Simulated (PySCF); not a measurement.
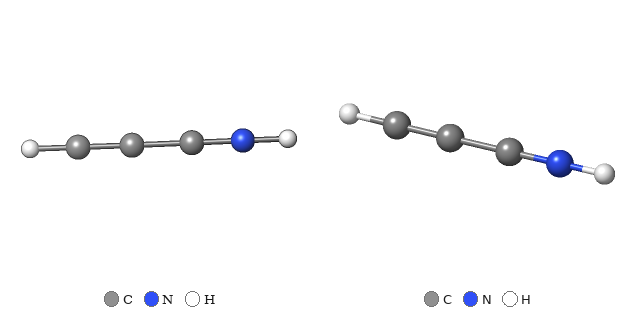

Both panels show the same species.

Charge +1, singlet. Computed geometry: PBE0-D3(BJ)/def2-SVP optimisation. No frequency run is at hand to confirm it as a minimum.

**Count the atoms of each element.**

C₃H₂N⁺, 6 atoms: 3 carbon, 2 hydrogen and 1 nitrogen.

**Which point group does it belong to?**

C∞v.

The parts below concern this one geometry. Atoms keep their numbers from picture to picture.

**Geometry**

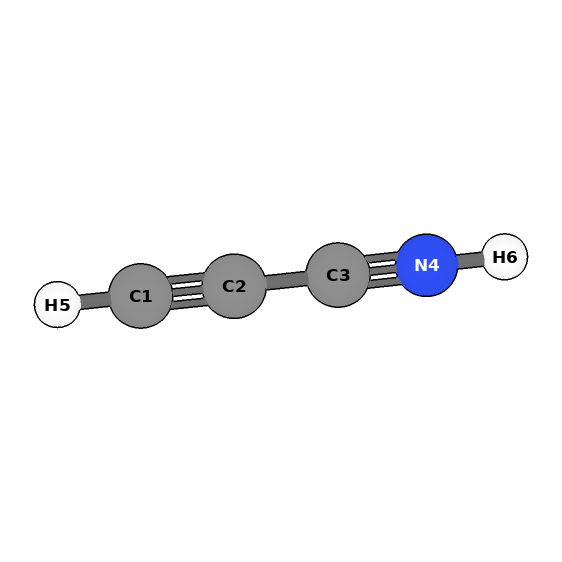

The atoms are numbered. No frequency run is at hand to confirm it as a minimum.

Give the bond lengths.

```tsv
bond	length (Å)	order
C1–C2	1.217	triple
C1–H5	1.085	single
C2–C3	1.353	single
C3–N4	1.152	triple
N4–H6	1.017	single
```

**Spin–spin coupling**

No frequency run is at hand to confirm it as a minimum. Level of theory: PBE0/pcJ-1 indirect spin-spin coupling, non-relativistic, gas phase (PySCF 2.14.0). Isotopes: 13C, 1H, 15N.

Give the spin–spin coupling constants of these pairs, with the number of bonds between them: C1/C2, C1/H5, C2/C3, C3/N4, N4/H6, C1/C3, C2/N4, C2/H5, C3/H6, C1/N4, C2/H6, C3/H5.

| pair | bonds apart | J (Hz) |
| --- | --- | --- |
| C1, C2 | 1 | 238.8 |
| C1, H5 | 1 | 302.9 |
| C2, C3 | 1 | 211.2 |
| C3, N4 | 1 | −93.3 |
| N4, H6 | 1 | −160.6 |
| C1, C3 | 2 | 23.1 |
| C2, N4 | 2 | −2.3 |
| C2, H5 | 2 | 54.4 |
| C3, H6 | 2 | 57.9 |
| C1, N4 | 3 | −15.1 |
| C2, H6 | 3 | 7.9 |
| C3, H5 | 3 | 11.6 |

**Electronic properties**

No frequency run is at hand to confirm it as a minimum. Level of theory: B3LYP/6-31G-J, gas phase (PySCF 2.14.0).

**Estimate the LUMO energy (Kohn–Sham orbital).**

−8.36 eV.

**Give the HOMO energy (Kohn–Sham orbital) at this level.**

−14.87 eV.

**Quadrupole coupling**

No frequency run is at hand to confirm it as a minimum. Electric field gradients from the ground-state density, B3LYP/6-31G-J (PySCF 2.14.0), non-relativistic apart from any core potentials.

Give the largest field-gradient component, the quadrupole coupling constant and the asymmetry for 14N at N4 (Q = 20.44 mb).

```csv
atom,V_zz (a.u.),e²qQ/h (MHz),η
N4,0.276,1.33,0.00
```
